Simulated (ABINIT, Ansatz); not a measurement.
# SnPbSe3 (Pm-3m): zone-centre phonons

Aim: the zone-centre modes of SnPbSe3 (Pm-3m).

Main program and level: ABINIT 10.8.3; DFT LDA, scalar-relativistic, plane waves, HGH norm-conserving pseudopotentials.

The structure was built from a prototype and need not be the compound's stable phase.

## Step 1: Starting point

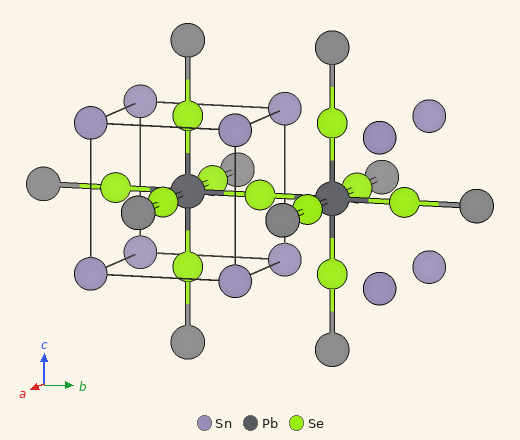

The cell as given, slightly off an axis (tin purple, lead dark grey, selenium green). 1×2×1 cells are drawn. Some periodic images of atoms are drawn too.

## Step 2: Relaxing the cell and atoms

The harmonic expansion needs vanishing forces, and a free crystal bears no stress, so cell and atoms are brought to rest. Stress is more sensitive to the basis than forces are: the last 3 Ha under the cutoff are smoothed with ecutsm, and the cutoff is raised above that of the later runs.

The starting cell comes from a relaxation made beforehand in Ansatz (LDA, PseudoDojo NC).

File relax.abi:

```
# relaxation
ionmov 2
optcell 2
dilatmx 1.08
ntime 40
tolmxf 1.0d-05
tolvrs 1.0d-14
prtwf 0
prtden 0
chksymtnons 0

# basis, mesh and filling
ecut 26.0
ecutsm 3.0
ixc 7
ngkpt 6 6 6
nshiftk 1
shiftk 0.0 0.0 0.0
istwfk *1
occopt 3
tsmear 0.01
nband 20
nstep 100
diemac 1000000.0
prtebands 0
prtgsr 0

# cell and atoms
acell 3*1.0 Angstrom
rprim 
    5.279065424 0.0 0.0
    0.0 5.279065424 0.0
    0.0 0.0 5.279065424
ntypat 3
znucl 50 82 34
natom 5
typat 1 2 3 3 3
xred 
    0.0 0.0 0.0
    0.5 0.5 0.5
    0.5 0.5 0.0
    0.5 0.0 0.5
    0.0 0.5 0.5
pp_dirpath "./pseudo"
pseudos "Sn.hgh, Pb.hgh, Se.hgh"
```

On the command line:

```sh
$ OMP_NUM_THREADS=1 mpirun -n 4 abinit relax.abi > relax.log
```

Numbers of over 12 decimals in the logs are rounded to 6 here.

relax.abo, the main output file:

```text
[banners, grids, parts of the stress and lines that vanish by symmetry left out]
- input  file    -> relax.abi
- output file    -> relax.abo
- root for input  files -> relaxi
[...]
Symmetries : space group Pm -3 m (#221); Bravais cP (primitive cubic)
[...]
mpw =        8024          nfft =      125000          nkpt =          20
[...]
== DATASET  1 ==================================================================
[...]
cutoff_energies: {ecut:  26.0, pawecutdg:  -1.0, }
[...]
Exchange-correlation functional for the present dataset will be:
  LDA: Perdew-Wang 92 LSD fit to Ceperley-Alder data - ixc=7
[...]
ETOT  1  -35.573892424374    -3.557E+01 4.226E-02 5.582E+02
 ETOT  2  -35.662417944387    -8.853E-02 3.710E-03 1.853E+01
 ETOT  3  -35.666198034547    -3.780E-03 6.103E-04 6.565E+00
 ETOT  4  -35.667024671009    -8.266E-04 4.656E-04 4.226E-01
 ETOT  5  -35.667086939689    -6.227E-05 2.233E-04 6.116E-03
[...]
At SCF step   12       vres2   =  2.47E-17 < tolvrs=  1.00E-14 =>converged.
[...]
sigma(1 1)=  7.54609996E-06  sigma(3 2)=  0.00000000E+00
  sigma(2 2)=  7.54609996E-06  sigma(3 1)=  0.00000000E+00
  sigma(3 3)=  7.54609996E-06  sigma(2 1)=  0.00000000E+00
[...]
convergence: {deltae:  3.908E-13, res2:  2.470E-17, residm:  7.721E-06, diffor: null, }
etotal    :  -3.56670875E+01
[...]
ETOT  1  -35.667085550260    -3.567E+01 8.434E-05 5.202E-02
[...]
At SCF step    9       vres2   =  2.71E-16 < tolvrs=  1.00E-14 =>converged.
[...]
sigma(1 1)=  6.52749071E-06  sigma(3 2)=  0.00000000E+00
  sigma(2 2)=  6.52749071E-06  sigma(3 1)=  0.00000000E+00
  sigma(3 3)=  6.52749071E-06  sigma(2 1)=  0.00000000E+00
[...]
convergence: {deltae:  8.242E-13, res2:  2.707E-16, residm:  6.857E-06, diffor: null, }
etotal    :  -3.56670922E+01
[...]
ETOT  1  -35.666845253057    -3.567E+01 1.673E-03 2.045E+00
[...]
ETOT  9  -35.667106191440     1.634E-13 2.880E-04 1.124E-14
 ETOT 10  -35.667106191440     4.547E-13 7.309E-03 8.259E-17
 At SCF step   10       vres2   =  8.26E-17 < tolvrs=  1.00E-14 =>converged.
[...]
sigma(1 1)= -5.40368226E-08  sigma(3 2)=  0.00000000E+00
  sigma(2 2)= -5.40368226E-08  sigma(3 1)=  0.00000000E+00
  sigma(3 3)= -5.40368226E-08  sigma(2 1)=  0.00000000E+00
[...]
convergence: {deltae:  4.547E-13, res2:  8.259E-17, residm:  7.309E-03, diffor: null, }
etotal    :  -3.56671062E+01
[...]
At Broyd/MD step   3, gradients are converged :
[...]
sigma(1 1)= -5.40368226E-08  sigma(3 2)=  0.00000000E+00
  sigma(2 2)= -5.40368226E-08  sigma(3 1)=  0.00000000E+00
  sigma(3 3)= -5.40368226E-08  sigma(2 1)=  0.00000000E+00
[...]
- sigma(1 1)= -1.58981821E-03  sigma(3 2)=  0.00000000E+00
- sigma(2 2)= -1.58981821E-03  sigma(3 1)=  0.00000000E+00
- sigma(3 3)= -1.58981821E-03  sigma(2 1)=  0.00000000E+00
[...]
fcart     -0.0000000000E+00 -0.0000000000E+00 -0.0000000000E+00
           strten     -5.4036822558E-08 -5.4036822559E-08 -5.4036822560E-08
================================================================================

[key lines of the parts left out:]
pressure_GPa:   1.5898E-03
Total energy (etotal) [Ha]= -3.56671061914399E+01
```

It took 84 s on 4 MPI ranks of Arm Neoverse V1, shared host.

Relaxation path:

```
step  energy less that of the first step (eV)  largest force (eV/Å)  volume (Å³)
   1                                   0.0000                0.0000       147.12
   2                                  -0.0001                0.0000       147.02
   3                                  -0.0005                0.0000       146.38
```

```
conventional cell, symmetrised  before  after  change
                         a (Å)   5.279  5.270  -0.2 %
                         b (Å)   5.279  5.270  -0.2 %
                         c (Å)   5.279  5.270  -0.2 %
              volume (Å³/atom)   29.42  29.28  -0.5 %
```

The relaxed structure:

```xyz
5
Lattice="5.2703 0.0000 0.0000 0.0000 5.2703 0.0000 0.0000 0.0000 5.2703" Properties=species:S:1:pos:R:3 pbc="T T T"
Sn    0.0000    0.0000    0.0000
Pb    2.6351    2.6351    2.6351
Se    2.6351    2.6351    0.0000
Se    2.6351    0.0000    2.6351
Se    0.0000    2.6351    2.6351
```

Numbers from this step:

```
volume per atom   : 29.28 Å³
pressure          : 0.001590 GPa
gap on the k-mesh : 0 eV
```

The volume changes by -0.5 % from the cell with which this run began.

## Step 3: Self-consistent run for the response

First-order wavefunctions inherit every error of the ground state, hence the very tight tolvrs. Occupations are smeared.

File gs.abi:

```
# ground state
tolvrs 1.0d-16
prtden 1
prtwf 1

# basis, mesh and filling
ecut 20.0
ixc 7
ngkpt 6 6 6
nshiftk 1
shiftk 0.0 0.0 0.0
istwfk *1
occopt 3
tsmear 0.01
nband 20
nstep 100
diemac 1000000.0
prtebands 0
prtgsr 0

# cell and atoms
acell 3*1.0 Angstrom
rprim 
    5.270250267 0.0 0.0
    0.0 5.270250267 0.0
    0.0 0.0 5.270250267
ntypat 3
znucl 50 82 34
natom 5
typat 1 2 3 3 3
xred 
    0.0 0.0 0.0
    0.5 0.5 0.5
    0.5 0.5 0.0
    0.5 0.0 0.5
    0.0 0.5 0.5
pp_dirpath "./pseudo"
pseudos "Sn.hgh, Pb.hgh, Se.hgh"
```

On the command line:

```sh
$ OMP_NUM_THREADS=1 mpirun -n 4 abinit gs.abi > gs.log
```

gs.abo, the main output file:

```text
[banners, grids, parts of the stress and lines that vanish by symmetry left out]
- input  file    -> gs.abi
- output file    -> gs.abo
- root for input  files -> gsi
[...]
Symmetries : space group Pm -3 m (#221); Bravais cP (primitive cubic)
[...]
mpw =        4248          nfft =       91125          nkpt =          20
[...]
== DATASET  1 ==================================================================
[...]
cutoff_energies: {ecut:  20.0, pawecutdg:  -1.0, }
[...]
Exchange-correlation functional for the present dataset will be:
  LDA: Perdew-Wang 92 LSD fit to Ceperley-Alder data - ixc=7
[...]
ETOT  1  -35.570808531914    -3.557E+01 3.381E-02 3.998E+02
 ETOT  2  -35.656202697720    -8.539E-02 4.582E-03 1.361E+01
 ETOT  3  -35.660009702641    -3.807E-03 4.691E-04 4.723E+00
 ETOT  4  -35.660818966973    -8.093E-04 1.879E-04 2.979E-01
 ETOT  5  -35.660878661464    -5.969E-05 7.465E-05 4.203E-03
[...]
ETOT 11  -35.660879179124     1.208E-13 8.843E-06 5.146E-14
 ETOT 12  -35.660879179125    -1.805E-12 6.327E-06 1.625E-17
 At SCF step   12       vres2   =  1.63E-17 < tolvrs=  1.00E-16 =>converged.
[...]
sigma(1 1)=  2.87217782E-05  sigma(3 2)=  0.00000000E+00
  sigma(2 2)=  2.87217782E-05  sigma(3 1)=  0.00000000E+00
  sigma(3 3)=  2.87217782E-05  sigma(2 1)=  0.00000000E+00
[...]
convergence: {deltae: -1.805E-12, res2:  1.625E-17, residm:  6.327E-06, diffor: null, }
etotal    :  -3.56608792E+01
[...]
sigma(1 1)=  2.87217782E-05  sigma(3 2)=  0.00000000E+00
  sigma(2 2)=  2.87217782E-05  sigma(3 1)=  0.00000000E+00
  sigma(3 3)=  2.87217782E-05  sigma(2 1)=  0.00000000E+00
[...]
- sigma(1 1)=  8.45023890E-01  sigma(3 2)=  0.00000000E+00
- sigma(2 2)=  8.45023890E-01  sigma(3 1)=  0.00000000E+00
- sigma(3 3)=  8.45023890E-01  sigma(2 1)=  0.00000000E+00
[...]
fcart     -0.0000000000E+00 -0.0000000000E+00 -0.0000000000E+00
           strten      2.8721778244E-05  2.8721778244E-05  2.8721778244E-05
================================================================================

[key lines of the parts left out:]
pressure_GPa:  -8.4502E-01
```

Elapsed: 21 s, on 4 MPI ranks; 85 s of CPU time.

Numbers from this step:

| Property | Result |
| --- | --- |
| pressure | -0.8450 GPa |

The cell stands at -0.85 GPa: the relaxation ran with a smoothed and higher cutoff, and the difference is a stress of the finite basis.

(Continued in part 2 of 4.)

[Host names and launcher messages were left out of these logs when they were recorded.]

[Logs are printed without paths, hosts, clocks, repeated set-up lines and the standing remarks that a program may print on its own settings, such as how far it seeks lower states.]

[Hosts, paths, dates, database ids (printed as entryN), source tags and the programs' standing remarks are cut or masked in the printed files.]
